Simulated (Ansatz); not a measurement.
**F₃H₃NOTa···HF: density, localisation and related maps**

Input file:

```
crystal:
  periodic: [false, false, false]
  atoms:
    - { symbol: Ta, position_ang: [0.0, 0.0, 0.0] }
    - { symbol: "N", position_ang: [2.51, 0.0, 0.0] }
    - { symbol: H, position_ang: [3.04, -0.5118, 0.762] }
    - { symbol: H, position_ang: [3.04, 0.5118, -0.762] }
    - { symbol: F, position_ang: [0.0, 0.0, 1.93] }
    - { symbol: F, position_ang: [0.0, 0.0, -1.93] }
    - { symbol: F, position_ang: [-0.965, 1.6714, 0.0] }
    - { symbol: O, position_ang: [-1.01, -1.7493, 0.0] }
    - { symbol: H, position_ang: [-1.6563, -1.7655, 0.776] }
    - { symbol: F, position_ang: [0.7032, -1.7912, 1.127] }
    - { symbol: H, position_ang: [1.9054, -1.1844, 0.7452] }
basis:
  gaussian: { orbitals: def2-SVP }
hamiltonian:
  xc: b3lyp
  dispersion: d4
relax:
  f_tol: 0.15
  max_steps: 25
  restrain:
    - { distance: [0, 9], at: 3.13, k: 30.0 }
    - { distance: [10, 1], at: 2.26, k: 30.0 }
    - { distance: [0, 1], at: 2.16, k: 30.0 }
    - { distance: [10, 9], at: 0.92, k: 30.0 }
output:
  orbitals: {}
```

Run with:

```sh
ansatz run input.yaml --threads 4 --pin off --max-ram 5120MiB --backend cpu --events-out ev --progress --plain --runs-dir out
```

The fields are those of the run's last geometry, not of the input's.

Core potentials replace the inner electrons of Ta; not at a stationary point (largest force 1.7 eV/Å).

Method: RKS B3LYP-D4/def2-SVP in Ansatz 0.2.0.

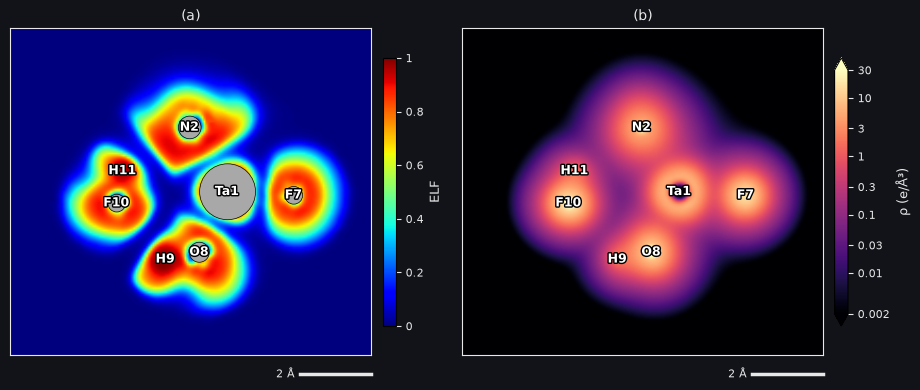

Figure 1. (a) electron localisation function; (b) electron density on the plane of atoms Ta1, O8 and H9. Grey discs cover the atomic cores in the ELF map.

Describe what can be read from this map.

The section cuts through Ta, N, F, O and H sites. N2···H11 (2.25 Å): the density falls to about 0.12 e/Å³ on the way; the ELF dips to about 0.10 between them; by its geometry a hydrogen bond between the two molecules, with no shared pair. Ta–F (1.87 Å): ρ at the midpoint is about 1 e/Å³; the ELF peaks at about 0.85 in the valence shell of F, 0.5 Å from its nucleus, and drops to about 0.20 between the two atoms. Ta–O (1.88 Å): ρ is about 1.1 e/Å³ halfway; the ELF peaks at about 0.85 in the valence shell of O, 0.6 Å from its nucleus, and drops to about 0.25 between the two atoms. Ta–N (2.11 Å): ρ is about 0.75 e/Å³ halfway; the ELF peaks at about 0.90 in the valence shell of N, 0.7 Å from its nucleus, and is about 0.35 at the midpoint. F–H (0.93 Å): the density is about 4.6 e/Å³ at the midpoint; the ELF climbs to about 1 towards the hydrogen, as it does in any bond to H: a covalent bond by its length. The ELF also peaks beside F10, away from the bonds: lone-pair regions.

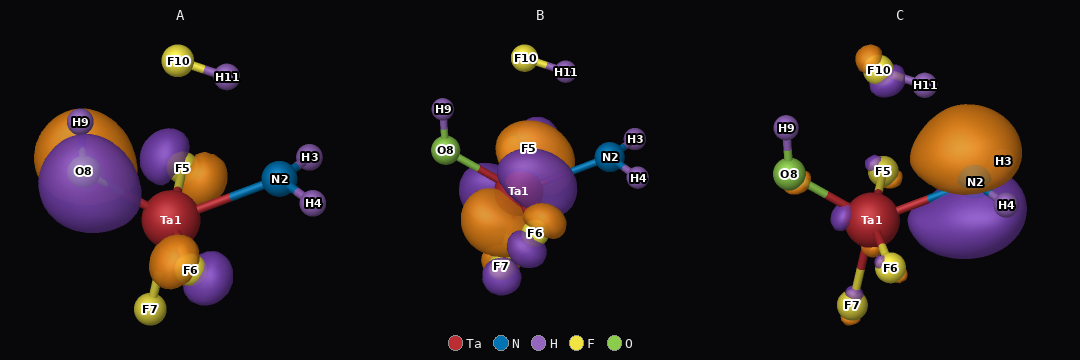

Figure 2. Three frontier orbitals at ±0.15 Å⁻³ᐟ² (orange and purple are the two phases), in no order.

Order the three orbitals by energy and name them.

A is the HOMO−1 (−9.98 eV). By Hirshfeld shares it lies mainly on O8 (about 65 %), F5 (about 10 %) and F6 (about 10 %); largely a lone pair of O8. C is the HOMO (−8.02 eV). By Hirshfeld shares it lies mainly on N2 (about 70 %) and Ta1 (about 10 %); largely a lone pair of N2. B is the LUMO (−2.18 eV). By Hirshfeld shares it lies mainly on Ta1 (about 70 %), F6 (about 10 %), F5 (about 10 %) and F7 (about 5 %).

What is the HOMO–LUMO gap?

5.84 eV between the orbital energies.
